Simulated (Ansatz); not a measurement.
## Electronic structure of FGeHI (SMILES [F][GeH][I]) (doublet) in real space

Input

```
crystal:
  periodic: [false, false, false]
  atoms:
    - {symbol: F, position_ang: [-1.455477, -0.233736, 0.778659]}
    - {symbol: Ge, position_ang: [0.014007, 0.509372, 0.211967]}
    - {symbol: I, position_ang: [1.798468, -1.255869, 0.249113]}
    - {symbol: H, position_ang: [-0.301398, 0.920033, -1.260038]}
basis:
  gaussian: {orbitals: def2-TZVPP}
magnetization: {spin_polarized: true, initial_magnetization: 1}
hamiltonian: {xc: pbe0, dispersion: d4}
output: {orbitals: {seedname: orbitals}}
```

Run with:

```sh
ansatz run in.yaml --threads 4 --pin off --events-out ev --progress --plain --max-ram 10444MiB
```

Geometry: PBE0-D4/def2-TZVP; core potentials replace the inner electrons of I.

Theory: UKS PBE0-D4/def2-TZVPP in Ansatz 0.2.0.

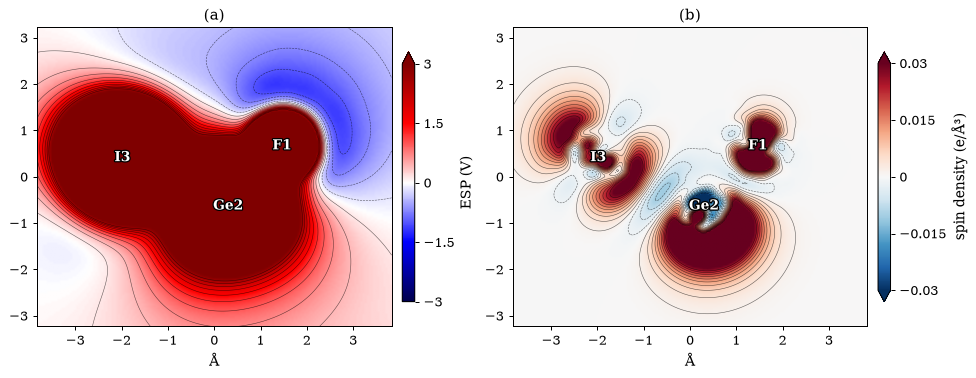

Figure 1. (a) electrostatic potential; (b) spin density (α minus β) on the plane of atoms F1, Ge2 and I3.

> Describe what can be read from this map.

- Atoms in the plane: F, Ge and I.
- The unpaired spin (1 electron) lies mostly on Ge2 (about 0.6), I3 (about 0.2) and H4 (about 0.1), in electrons by Hirshfeld's partition.
- Outside the dense part of the molecule the potential is most negative (−1.2 V) near F1.

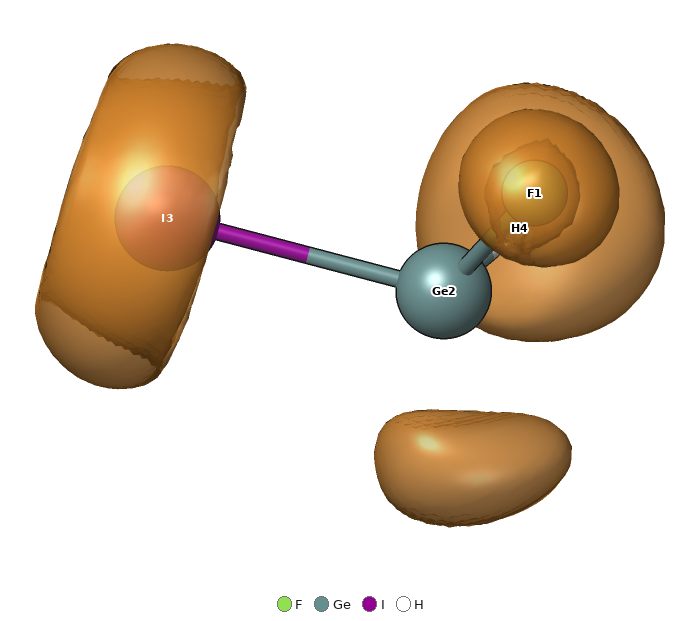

Figure 2. Isosurface of the ELF at 0.8 (orange), seen from one side. Only the valence region is drawn (cores and ρ < 0.01 e/Å³ removed).

> Where are the electrons localised?

The ELF exceeds this value in one region around a hydrogen nucleus, one ring or bowl of non-bonding electrons around I, one lobe on Ge, pointing away from the bonds (non-bonding electrons) and one region wrapped around F (its valence shell).


Ge–F (1.74 Å): the ELF peaks at about 0.80 in the valence shell of F, 0.5 Å from its nucleus, and is about 0.25 at the midpoint. Ge–I (2.51 Å): the ELF peaks at about 0.75 in the valence shell of I, 1.3 Å from its nucleus, and is about 0.75 at the midpoint.

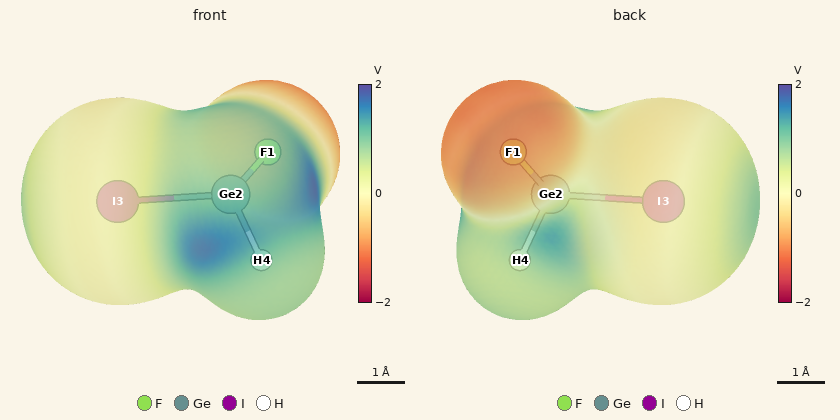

Figure 3. The electrostatic potential painted on the density surface at 0.002 e/bohr³, seen from the front and from behind; the colour scale runs from red (negative) to blue (positive).

> Which sites attract a positive test charge, and which a negative one?

A positive charge is drawn to the negative regions and a negative charge to the positive ones. The most negative region (about −1.1 V) lies over F1, the most positive (about +1.7 V) over Ge2. I3 shows a σ-hole: about +0.9 V at the tip opposite its bond, against about −0.1 V on its flanks.
